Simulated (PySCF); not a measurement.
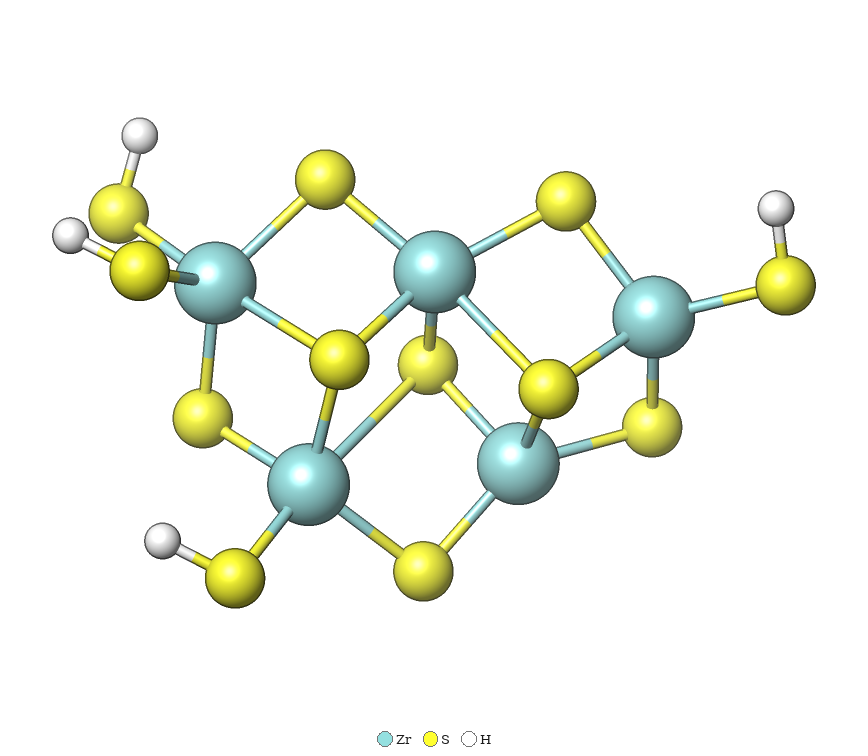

Every bond is drawn as one stick, whatever its order.

Charge 0, singlet. The geometry was computed by an optimisation with GFN1-xTB. No frequency run is at hand to confirm it as a minimum.

**Give the formula.**

H₄S₁₂Zr₅, 21 atoms: 4 hydrogen, 12 sulfur and 5 zirconium.

**What is the point group of this geometry?**

C1.

**Count the bonded pairs by element.**

23 S–Zr, 4 S–H. Sticks follow a distance rule.

The parts below concern this one geometry. Atoms keep their numbers from picture to picture.

## Geometry

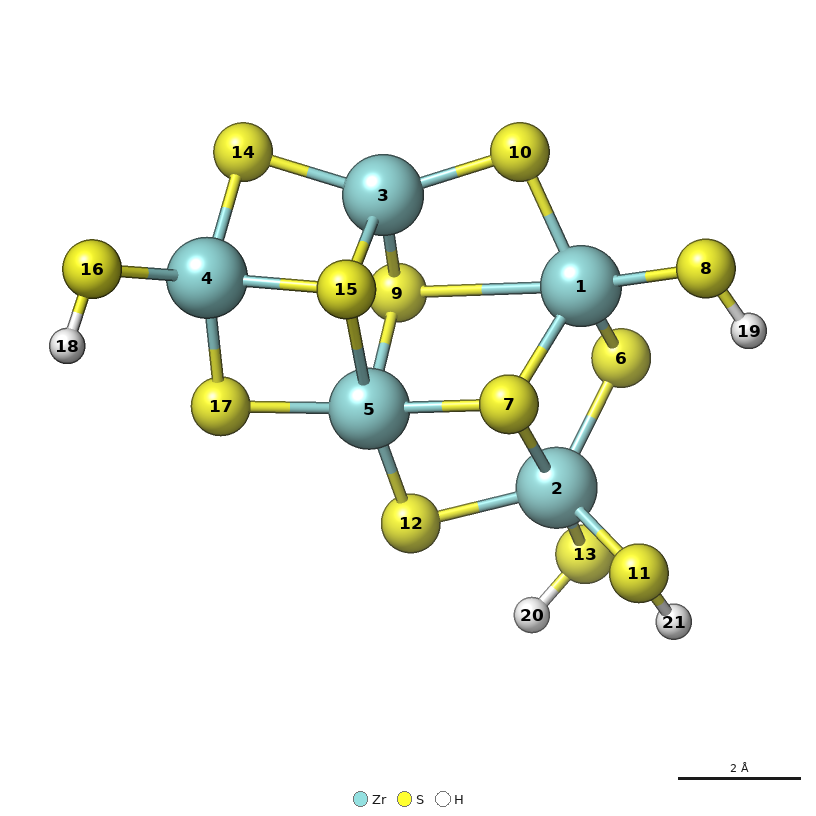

The atoms are numbered. No frequency run is at hand to confirm it as a minimum.

Which atoms are bonded, and how long are the bonds? Leave out bonds to hydrogen.

```tsv
bond	length (Å)
Zr1–S6	2.365
Zr1–S7	2.440
Zr1–S8	2.382
Zr1–S9	3.412
Zr1–S10	2.443
Zr2–S6	2.443
Zr2–S7	2.769
Zr2–S11	2.393
Zr2–S12	2.468
Zr2–S13	2.397
Zr3–S9	2.387
Zr3–S10	2.363
Zr3–S14	2.409
Zr3–S15	2.444
Zr4–S14	2.408
Zr4–S15	2.447
Zr4–S16	2.372
Zr4–S17	2.369
Zr5–S7	2.505
Zr5–S9	2.445
Zr5–S12	2.354
Zr5–S15	2.883
Zr5–S17	2.449
```

## Electronic properties

No frequency run is at hand to confirm it as a minimum. Method: B3LYP/def2-SVP, gas phase, core potentials on Zr (PySCF 2.14.0). Excitations: vertical, linear response.

**Give the lowest vertical singlet excitation at this level.**

2.54 eV.

**Estimate the LUMO energy (Kohn–Sham orbital).**

−4.04 eV.

**Estimate the HOMO energy (Kohn–Sham orbital).**

−7.08 eV.

**Give the mean static polarisability at this level.**

434.5 bohr³.

## Charges

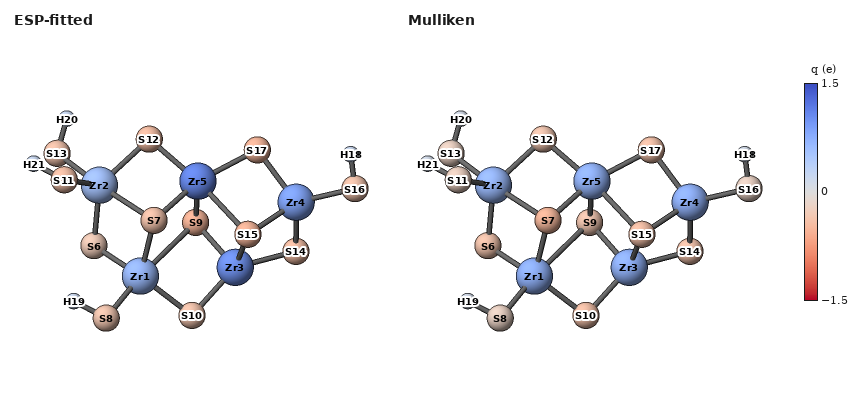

Atomic charges of one calculation by 2 schemes, on one colour scale. No frequency run is at hand to confirm it as a minimum. Method: B3LYP/def2-SVP, core potentials on Zr (PySCF 2.14.0).

**Which scheme gives the most polar picture (largest mean size of the charges)?**

The ESP-fitted charges are the largest in size here.

**On which atom do the schemes disagree most?**

On Zr5 (from 0.67 to 1.03 e).

List the charges (e), one line for each set of equivalent atoms.

```
atom  ESP-fitted  Mulliken
 Zr1        0.61      0.68
 Zr2        0.53      0.62
 Zr3        0.95      0.68
 Zr4        0.82      0.69
 Zr5        1.03      0.67
  S6       −0.28     −0.36
  S7       −0.37     −0.48
  S8       −0.34     −0.18
  S9       −0.51     −0.34
 S10       −0.36     −0.39
 S11       −0.39     −0.21
 S12       −0.42     −0.34
 S13       −0.37     −0.19
 S14       −0.42     −0.37
 S15       −0.50     −0.41
 S16       −0.35     −0.18
 S17       −0.48     −0.38
 H18        0.21      0.12
 H19        0.20      0.13
 H20        0.22      0.11
 H21        0.21      0.12
```

## Dipole moment

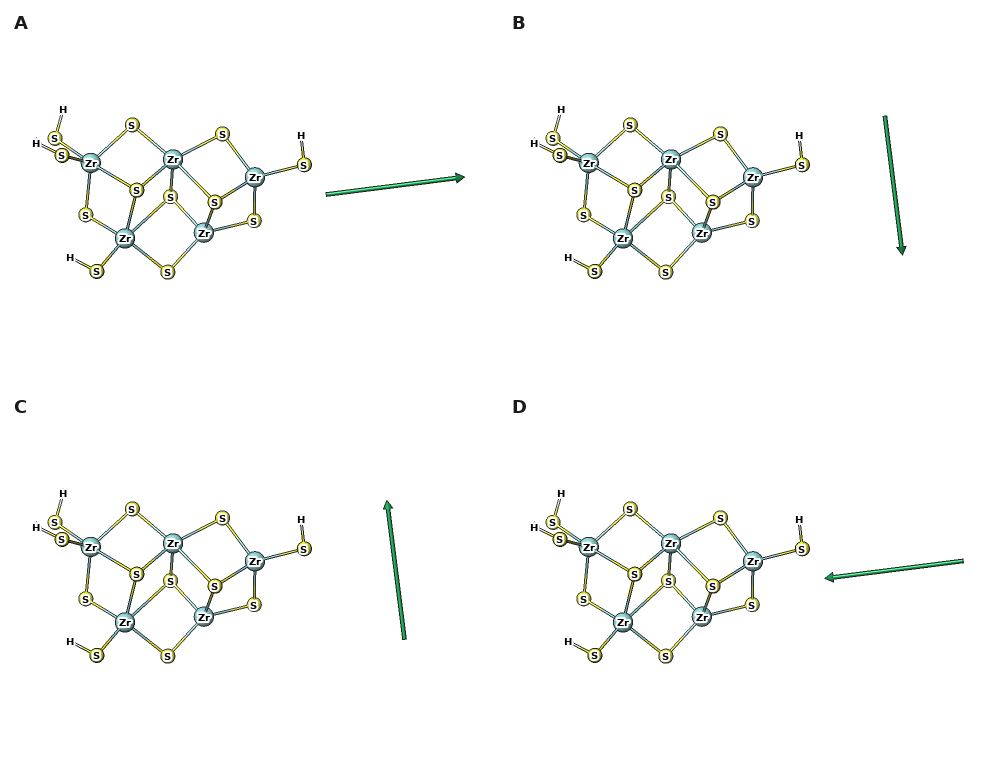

The same molecule four times, each with an arrow. No frequency run is at hand to confirm it as a minimum. Method: B3LYP/def2-SVP, gas phase, core potentials on Zr (PySCF 2.14.0).

**Which arrow points along the dipole moment, from the negative to the positive end?**

A. The dipole moment is 4.55 D.

Mulliken values depend strongly on the basis set and can even reverse the polarity of a bond. The geometry is semi-empirical. Around Zr such bond lengths and angles can be off by a tenth of an ångström or more and by several degrees, and values that hang on the shape move with them.
